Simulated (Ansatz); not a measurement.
Run report: CH$_{6}$NPSi, molecular dynamics (part 1 of 3)

- system: CH$_{6}$NPSi
- method: RKS r2SCAN/def2-SVP (Ansatz 0.2.0)

The geometry comes from this level: PBE0-D4/def2-TZVP. Figures and captions count atoms from 1; the log counts them from 0 in places.

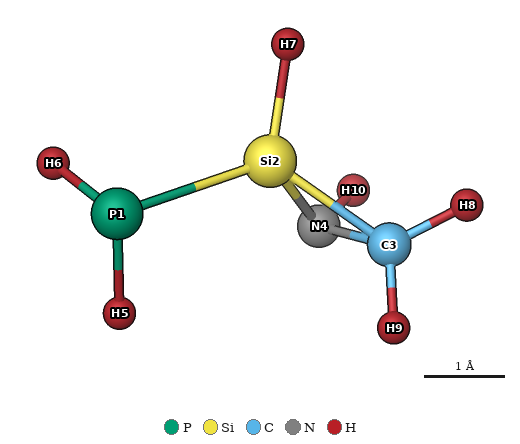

Fig. 1: The input geometry (ball-and-stick view, seen at a tilt; atoms are numbered from 1 in the order of the input).

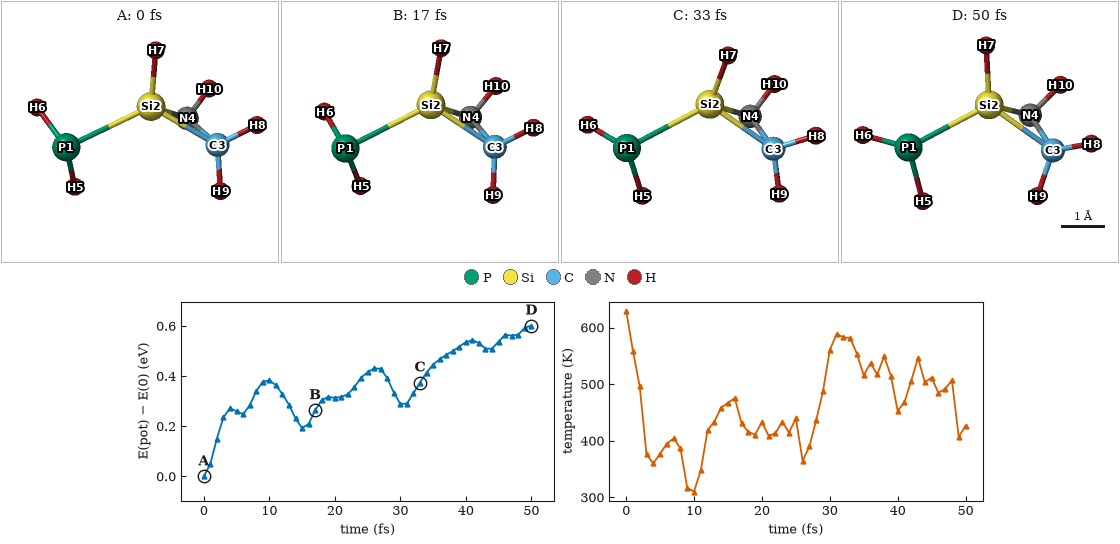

Fig. 2: Frames of the molecular dynamics (ball-and-stick, seen at a tilt) above the curves, on which the letters mark them. The trajectory kept here has 51 frames over 50 fs. The temperature starts at 630 K, ranges from 310 to 630 K and averages 497 K over the second half. The potential energy ends 0.601 eV above its first value. After an unweighted best fit of the last frame on the first, the root-mean-square displacement is 0.35 Å.

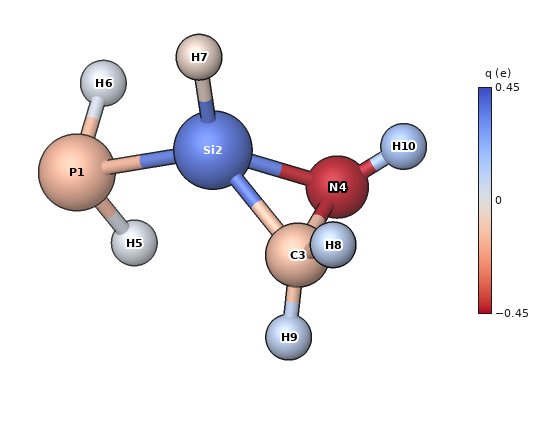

Fig. 3: Mulliken charges, as the colour of each atom (ball-and-stick view, seen at a tilt; atoms are numbered from 1 in the order of the input). By element: P −0.16, Si +0.35, C −0.13, N −0.43 and H −0.05 to +0.16 e.

The input that produced these results follows, with the program's output.

### Input
```yaml
crystal:
  periodic: [false, false, false]
  atoms:
    - {symbol: P, position_ang: [-2.126542, 0.935780, -0.067871]}
    - {symbol: Si, position_ang: [0.034490, 0.548288, 0.352959]}
    - {symbol: C, position_ang: [0.777034, -1.104606, 0.610182]}
    - {symbol: N, position_ang: [0.967702, -0.433660, -0.713462]}
    - {symbol: H, position_ang: [-2.191647, -0.136113, -0.996217]}
    - {symbol: H, position_ang: [-1.838443, 1.906540, -1.066210]}
    - {symbol: H, position_ang: [0.677520, 1.690645, 1.049027]}
    - {symbol: H, position_ang: [1.645756, -1.171611, 1.264411]}
    - {symbol: H, position_ang: [0.215291, -2.034008, 0.558353]}
    - {symbol: H, position_ang: [1.921940, -0.252353, -0.988071]}
basis:
  gaussian: {orbitals: def2-SVP}
hamiltonian: {xc: {name: r2SCAN}}
md: {timestep: 1 fs, n_steps: 50, ensemble: nvt_langevin, temperature: 700, initial_velocities: maxwell_boltzmann, friction: 0.01, seed: 729}
```

Launch command:
```bash
ansatz run in.yaml --threads 2 --pin off --events-out ev --progress --plain --max-ram 4352MiB
```

### The program's output
```
Functional definition: r2SCAN
  name "r2SCAN"
  cite "Furness, Kaplan, Ning, Perdew & Sun, J. Phys. Chem. Lett. 11, 8208 (2020) doi:10.1021/acs.jpclett.0c02405"
  cite "Furness, Kaplan, Ning, Perdew & Sun, J. Phys. Chem. Lett. 11, 9248 (2020) doi:10.1021/acs.jpclett.0c03077"
  parent r2scan
  parameter k0 = 0.174
  parameter k1 = 0.065
  parameter a1 = 4.9479
  exchange = r2scan_x(k0 = k0, k1 = k1, a1 = a1)
  correlation = r2scan_c
1081 factors; their error is unknown
mean field evaluation 1: about -19771.6519 eV, gradient 5.8e1 eV
mean field evaluation 2: about -19736.1319 eV, gradient 1.2e2 eV
mean field evaluation 4: about -19779.6914 eV, gradient 1.0e1 eV
mean field evaluation 8: about -19779.9320 eV, gradient 1.2e-1 eV
mean field evaluation 16: about -19779.8695 eV, gradient 1.9e-4 eV
mean field -19779.86946303 eV, -726.8967954894 hartree, gradient 3.8e-6 eV, S^2 0.000000; 0 other end points of the search recorded, 0 dependent functions left out
the calculation of the forces begins
reference -19779.86947287 eV, -726.8967958509 hartree; 24, 24 occupied and 70, 70 virtual orbitals, 1081 factors
md step     0: t =     0.00 fs  T =   630.0 K  F+E_penalty+E_count = -19779.86946303 eV  E_kin = 0.814338 eV  (30 SCF iters)
these checks for a lower state are left out or cut short: starts, cluster_reference, orbital_swaps, neighbouring_geometries, increment
1081 factors; their error is unknown
mean field -19779.81828284 eV, -726.8949146522 hartree, gradient 1.6e-5 eV, S^2 0.000000; 0 other end points of the search recorded, 0 dependent functions left out
the calculation of the forces begins
reference -19779.81829269 eV, -726.8949150140 hartree; 24, 24 occupied and 70, 70 virtual orbitals, 1081 factors
md step     1: t =     1.00 fs  T =   558.9 K  F+E_penalty+E_count = -19779.81828284 eV  E_kin = 0.722448 eV  (30 SCF iters)
[... from here on the SCF iterations and repeated set-up lines of each step are left out, up to the last step ...]
md step     2: t =     2.00 fs  T =   496.0 K  F+E_penalty+E_count = -19779.71815928 eV  E_kin = 0.641141 eV  (31 SCF iters)
md step     3: t =     3.00 fs  T =   376.2 K  F+E_penalty+E_count = -19779.63310738 eV  E_kin = 0.486233 eV  (31 SCF iters)
md step     4: t =     4.00 fs  T =   360.0 K  F+E_penalty+E_count = -19779.59770231 eV  E_kin = 0.465374 eV  (31 SCF iters)
md step     5: t =     5.00 fs  T =   377.5 K  F+E_penalty+E_count = -19779.61000561 eV  E_kin = 0.487991 eV  (31 SCF iters)
md step     6: t =     6.00 fs  T =   395.0 K  F+E_penalty+E_count = -19779.62119773 eV  E_kin = 0.510640 eV  (31 SCF iters)
md step     7: t =     7.00 fs  T =   404.3 K  F+E_penalty+E_count = -19779.58624182 eV  E_kin = 0.522639 eV  (31 SCF iters)
md step     8: t =     8.00 fs  T =   386.8 K  F+E_penalty+E_count = -19779.52913901 eV  E_kin = 0.499980 eV  (31 SCF iters)
md step     9: t =     9.00 fs  T =   317.3 K  F+E_penalty+E_count = -19779.49129960 eV  E_kin = 0.410083 eV  (31 SCF iters)
md step    10: t =    10.00 fs  T =   310.5 K  F+E_penalty+E_count = -19779.48660461 eV  E_kin = 0.401343 eV  (31 SCF iters)
md step    11: t =    11.00 fs  T =   348.1 K  F+E_penalty+E_count = -19779.50502179 eV  E_kin = 0.449955 eV  (31 SCF iters)
md step    12: t =    12.00 fs  T =   419.0 K  F+E_penalty+E_count = -19779.54155927 eV  E_kin = 0.541560 eV  (31 SCF iters)
md step    13: t =    13.00 fs  T =   433.9 K  F+E_penalty+E_count = -19779.58369407 eV  E_kin = 0.560909 eV  (31 SCF iters)
md step    14: t =    14.00 fs  T =   458.7 K  F+E_penalty+E_count = -19779.63835252 eV  E_kin = 0.592976 eV  (31 SCF iters)
md step    15: t =    15.00 fs  T =   466.9 K  F+E_penalty+E_count = -19779.67673812 eV  E_kin = 0.603578 eV  (31 SCF iters)
md step    16: t =    16.00 fs  T =   475.5 K  F+E_penalty+E_count = -19779.65989637 eV  E_kin = 0.614618 eV  (30 SCF iters)
md step    17: t =    17.00 fs  T =   431.1 K  F+E_penalty+E_count = -19779.60560391 eV  E_kin = 0.557197 eV  (30 SCF iters)
md step    18: t =    18.00 fs  T =   415.5 K  F+E_penalty+E_count = -19779.56403184 eV  E_kin = 0.537112 eV  (31 SCF iters)
md step    19: t =    19.00 fs  T =   411.1 K  F+E_penalty+E_count = -19779.55266924 eV  E_kin = 0.531452 eV  (31 SCF iters)
md step    20: t =    20.00 fs  T =   433.2 K  F+E_penalty+E_count = -19779.55570098 eV  E_kin = 0.559892 eV  (31 SCF iters)
md step    21: t =    21.00 fs  T =   408.8 K  F+E_penalty+E_count = -19779.55225935 eV  E_kin = 0.528374 eV  (31 SCF iters)
md step    22: t =    22.00 fs  T =   413.5 K  F+E_penalty+E_count = -19779.54139861 eV  E_kin = 0.534443 eV  (31 SCF iters)
md step    23: t =    23.00 fs  T =   433.5 K  F+E_penalty+E_count = -19779.51278567 eV  E_kin = 0.560383 eV  (31 SCF iters)
md step    24: t =    24.00 fs  T =   414.5 K  F+E_penalty+E_count = -19779.47547939 eV  E_kin = 0.535739 eV  (31 SCF iters)
md step    25: t =    25.00 fs  T =   440.0 K  F+E_penalty+E_count = -19779.45415552 eV  E_kin = 0.568705 eV  (31 SCF iters)
md step    26: t =    26.00 fs  T =   364.7 K  F+E_penalty+E_count = -19779.43870182 eV  E_kin = 0.471435 eV  (31 SCF iters)
md step    27: t =    27.00 fs  T =   390.0 K  F+E_penalty+E_count = -19779.43999992 eV  E_kin = 0.504120 eV  (31 SCF iters)
md step    28: t =    28.00 fs  T =   436.6 K  F+E_penalty+E_count = -19779.47767937 eV  E_kin = 0.564337 eV  (31 SCF iters)
md step    29: t =    29.00 fs  T =   487.6 K  F+E_penalty+E_count = -19779.53481566 eV  E_kin = 0.630279 eV  (31 SCF iters)
md step    30: t =    30.00 fs  T =   560.3 K  F+E_penalty+E_count = -19779.58067226 eV  E_kin = 0.724181 eV  (31 SCF iters)
md step    31: t =    31.00 fs  T =   588.2 K  F+E_penalty+E_count = -19779.57884535 eV  E_kin = 0.760269 eV  (31 SCF iters)
md step    32: t =    32.00 fs  T =   583.1 K  F+E_penalty+E_count = -19779.53787609 eV  E_kin = 0.753770 eV  (31 SCF iters)
md step    33: t =    33.00 fs  T =   581.3 K  F+E_penalty+E_count = -19779.49524515 eV  E_kin = 0.751405 eV  (31 SCF iters)
md step    34: t =    34.00 fs  T =   553.7 K  F+E_penalty+E_count = -19779.45533762 eV  E_kin = 0.715693 eV  (31 SCF iters)
md step    35: t =    35.00 fs  T =   515.9 K  F+E_penalty+E_count = -19779.42344950 eV  E_kin = 0.666861 eV  (31 SCF iters)
md step    36: t =    36.00 fs  T =   537.0 K  F+E_penalty+E_count = -19779.40198805 eV  E_kin = 0.694075 eV  (31 SCF iters)
md step    37: t =    37.00 fs  T =   517.2 K  F+E_penalty+E_count = -19779.38465254 eV  E_kin = 0.668583 eV  (31 SCF iters)
md step    38: t =    38.00 fs  T =   549.2 K  F+E_penalty+E_count = -19779.37006391 eV  E_kin = 0.709958 eV  (31 SCF iters)
md step    39: t =    39.00 fs  T =   515.2 K  F+E_penalty+E_count = -19779.35180156 eV  E_kin = 0.665884 eV  (30 SCF iters)
md step    40: t =    40.00 fs  T =   453.2 K  F+E_penalty+E_count = -19779.33391004 eV  E_kin = 0.585770 eV  (31 SCF iters)
md step    41: t =    41.00 fs  T =   468.0 K  F+E_penalty+E_count = -19779.32655763 eV  E_kin = 0.604951 eV  (31 SCF iters)
md step    42: t =    42.00 fs  T =   506.2 K  F+E_penalty+E_count = -19779.33687100 eV  E_kin = 0.654274 eV  (31 SCF iters)
md step    43: t =    43.00 fs  T =   546.7 K  F+E_penalty+E_count = -19779.35954481 eV  E_kin = 0.706682 eV  (31 SCF iters)
md step    44: t =    44.00 fs  T =   503.6 K  F+E_penalty+E_count = -19779.36026989 eV  E_kin = 0.650918 eV  (31 SCF iters)
md step    45: t =    45.00 fs  T =   511.6 K  F+E_penalty+E_count = -19779.33144583 eV  E_kin = 0.661274 eV  (31 SCF iters)
md step    46: t =    46.00 fs  T =   484.7 K  F+E_penalty+E_count = -19779.30488390 eV  E_kin = 0.626545 eV  (31 SCF iters)
md step    47: t =    47.00 fs  T =   491.9 K  F+E_penalty+E_count = -19779.30758969 eV  E_kin = 0.635841 eV  (31 SCF iters)
md step    48: t =    48.00 fs  T =   506.8 K  F+E_penalty+E_count = -19779.30406064 eV  E_kin = 0.655137 eV  (31 SCF iters)
md step    49: t =    49.00 fs  T =   406.9 K  F+E_penalty+E_count = -19779.27638935 eV  E_kin = 0.525943 eV  (31 SCF iters)
these checks for a lower state are left out or cut short: starts, cluster_reference, orbital_swaps, neighbouring_geometries, increment
1081 factors; their error is unknown
mean field -19779.26804542 eV, -726.8746937998 hartree, gradient 1.8e-5 eV, S^2 0.000000; 0 other end points of the search recorded, 0 dependent functions left out
the calculation of the forces begins
reference -19779.26805527 eV, -726.8746941619 hartree; 24, 24 occupied and 70, 70 virtual orbitals, 1081 factors
1081 factors; their error is unknown
mean field evaluation 416: about -19771.6634 eV, gradient 5.6e1 eV
mean field -19779.26804542 eV, -726.8746937998 hartree, gradient 2.7e-5 eV, S^2 0.000000; 1 other end points of the search recorded, 0 dependent functions left out
the calculation of the forces begins
reference -19779.26805527 eV, -726.8746941619 hartree; 24, 24 occupied and 70, 70 virtual orbitals, 1081 factors
md step    50: t =    50.00 fs  T =   426.7 K  F+E_penalty+E_count = -19779.26804542 eV  E_kin = 0.551613 eV  (30 SCF iters)
Total energy: -19779.26805527 eV, -726.8746941619 hartree
Atom 0 at    -1.961582     0.860880     0.344706 Å, force    -1.739292    -1.517009    -0.101183 eV/Å
Atom 1 at     0.203623     0.644213     0.272624 Å, force     1.089075     0.770348    -0.754842 eV/Å
Atom 2 at     0.907882    -1.058506     0.535301 Å, force    -2.321546     0.326863    -0.768949 eV/Å
Atom 3 at     1.062481    -0.420411    -0.863612 Å, force     1.456062    -0.329484     0.888635 eV/Å
Atom 4 at    -2.269831    -0.542773    -0.093956 Å, force     0.339013     1.181429     0.521838 eV/Å
Atom 5 at    -2.581249     1.397503    -0.831306 Å, force     0.614694     0.193631    -0.106800 eV/Å
Atom 6 at     0.815788     1.996675     0.647494 Å, force    -0.005569    -0.811769     0.038450 eV/Å
Atom 7 at     1.667539    -1.221424     1.300715 Å, force     0.565476    -0.173349    -0.295391 eV/Å
Atom 8 at     0.037450    -1.793513     0.504098 Å, force     1.338393     0.348361     0.281671 eV/Å
Atom 9 at     2.078079    -0.269463    -1.112571 Å, force    -1.336307     0.010978     0.296571 eV/Å
Dipole moment:     0.238901     0.048735     0.024800 e Å
```

### Trajectory as extended XYZ (Å, eV, eV/Å), 51 frames, from step=0 to step=50
```
10
Properties=species:S:1:pos:R:3:forces:R:3 step=0 time_fs=0.0 energy=-19779.86946 temperature=630.0
P    -2.1265    0.9358   -0.0679   -0.1938   0.0454   0.2322
Si    0.0345    0.5483    0.3530   -0.2834   0.4895   0.1893
C     0.7770   -1.1046    0.6102    0.0383   0.0661  -0.2075
N     0.9677   -0.4337   -0.7135   -0.0971  -0.3127  -0.1640
H    -2.1916   -0.1361   -0.9962    0.0021  -0.1403  -0.1292
H    -1.8384    1.9065   -1.0662    0.0199   0.1286  -0.1440
H     0.6775    1.6906    1.0490    0.0461   0.0772   0.0871
H     1.6458   -1.1716    1.2644    0.3191  -0.0444   0.2643
H     0.2153   -2.0340    0.5584   -0.2163  -0.3678   0.0208
H     1.9219   -0.2524   -0.9881    0.3651   0.0584  -0.1490
10
Properties=species:S:1:pos:R:3:forces:R:3 step=1 time_fs=1.0 energy=-19779.81828 temperature=558.9
P    -2.1286    0.9374   -0.0600   -0.2879  -0.6529   0.8529
Si    0.0370    0.5495    0.3519   -0.0932   0.7873   0.1519
C     0.7719   -1.0992    0.6038    1.1235   0.2852   0.2973
N     0.9695   -0.4444   -0.7213   -0.6413  -0.0125  -0.0158
H    -2.1781   -0.1610   -0.9668   -0.0148   0.0189  -0.1174
H    -1.8466    1.8923   -1.0231    0.1671   0.6562  -0.7997
H     0.7039    1.7140    1.0372   -0.1249  -0.2404  -0.0741
H     1.6487   -1.1875    1.2849   -0.2598   0.0576  -0.2365
H     0.2261   -2.0148    0.5255   -0.6127  -0.9591   0.0955
H     1.9037   -0.2415   -1.0219    0.7440   0.0597  -0.1540
10
Properties=species:S:1:pos:R:3:forces:R:3 step=2 time_fs=2.0 energy=-19779.71816 temperature=496.0
P    -2.1303    0.9389   -0.0516   -0.3724  -1.3008   1.3765
Si    0.0394    0.5511    0.3513    0.0594   0.9993   0.0769
C     0.7671   -1.0943    0.5987    1.8133   0.3102   0.6550
N     0.9716   -0.4562   -0.7284   -0.7072   0.3801  -0.0282
H    -2.1647   -0.1834   -0.9404   -0.0335   0.1818  -0.0923
H    -1.8521    1.8812   -0.9880    0.2980   1.1308  -1.3729
H     0.7242    1.7348    1.0288   -0.2533  -0.4929  -0.1945
H     1.6440   -1.2009    1.3057   -0.5949   0.1413  -0.5811
H     0.2313   -2.0019    0.4975   -0.8551  -1.3107   0.1595
H     1.8932   -0.2273   -1.0598    0.6456  -0.0392   0.0012
10
Properties=species:S:1:pos:R:3:forces:R:3 step=3 time_fs=3.0 energy=-19779.63311 temperature=376.2
P    -2.1320    0.9401   -0.0431   -0.3973  -1.7215   1.6707
Si    0.0417    0.5531    0.3513    0.1897   1.1484  -0.0115
C     0.7641   -1.0902    0.5944    1.9483  -0.0018   0.7955
N     0.9737   -0.4671   -0.7353   -0.5872   0.7642  -0.1024
H    -2.1499   -0.2041   -0.9154   -0.0553   0.3317  -0.0678
H    -1.8544    1.8759   -0.9654    0.3698   1.3908  -1.7149
H     0.7434    1.7517    1.0220   -0.3571  -0.6890  -0.2848
H     1.6296   -1.2089    1.3243   -0.6648   0.1805  -0.7516
H     0.2271   -1.9981    0.4764   -0.8259  -1.2237   0.2433
H     1.8864   -0.2141   -1.0969    0.3798  -0.1795   0.2235
10
Properties=species:S:1:pos:R:3:forces:R:3 step=4 time_fs=4.0 energy=-19779.59770 temperature=360.0
P    -2.1335    0.9411   -0.0341   -0.3254  -1.8016   1.5834
Si    0.0445    0.5556    0.3516    0.2681   1.2107  -0.1241
C     0.7619   -1.0864    0.5904    1.6802  -0.5846   0.7628
N     0.9762   -0.4765   -0.7422   -0.6579   1.0276  -0.0732
H    -2.1347   -0.2230   -0.8938   -0.0785   0.4848  -0.0193
H    -1.8498    1.8767   -0.9582    0.3448   1.3088  -1.7011
H     0.7575    1.7632    1.0149   -0.4079  -0.7953  -0.3294
H     1.6098   -1.2145    1.3382   -0.5778   0.1847  -0.8020
H     0.2121   -2.0006    0.4614   -0.5733  -0.7843   0.3535
H     1.8780   -0.2077   -1.1270    0.3277  -0.2509   0.3494
10
Properties=species:S:1:pos:R:3:forces:R:3 step=5 time_fs=5.0 energy=-19779.61001 temperature=377.5
P    -2.1357    0.9412   -0.0245   -0.1324  -1.4437   1.1457
Si    0.0477    0.5586    0.3520    0.2517   1.1422  -0.2880
C     0.7615   -1.0828    0.5869    1.0883  -1.2070   0.5400
N     0.9784   -0.4849   -0.7495   -0.7523   1.2222   0.0103
H    -2.1187   -0.2373   -0.8722   -0.1072   0.5655  -0.0115
H    -1.8394    1.8866   -0.9660    0.2072   0.8552  -1.2990
H     0.7607    1.7675    1.0051   -0.3683  -0.7757  -0.3075
H     1.5826   -1.2173    1.3480   -0.2883   0.1505  -0.6946
H     0.1914   -2.0058    0.4507   -0.2279  -0.2196   0.4686
H     1.8705   -0.2064   -1.1533    0.3291  -0.2895   0.4359
10
Properties=species:S:1:pos:R:3:forces:R:3 step=6 time_fs=6.0 energy=-19779.62120 temperature=395.0
P    -2.1382    0.9403   -0.0147    0.1343  -0.7905   0.5512
Si    0.0511    0.5619    0.3521    0.1757   0.9661  -0.4747
C     0.7633   -1.0800    0.5833    0.2579  -1.7611   0.1510
N     0.9805   -0.4929   -0.7569   -0.8369   1.3584   0.1124
H    -2.1027   -0.2459   -0.8484   -0.1379   0.5491  -0.0718
H    -1.8280    1.9070   -0.9839    0.0002   0.1946  -0.6714
H     0.7573    1.7659    0.9934   -0.2650  -0.6602  -0.2402
H     1.5529   -1.2180    1.3506    0.1833   0.0840  -0.4021
H     0.1684   -2.0145    0.4489    0.1555   0.3767   0.5428
H     1.8652   -0.2077   -1.1751    0.3329  -0.3170   0.5027
```
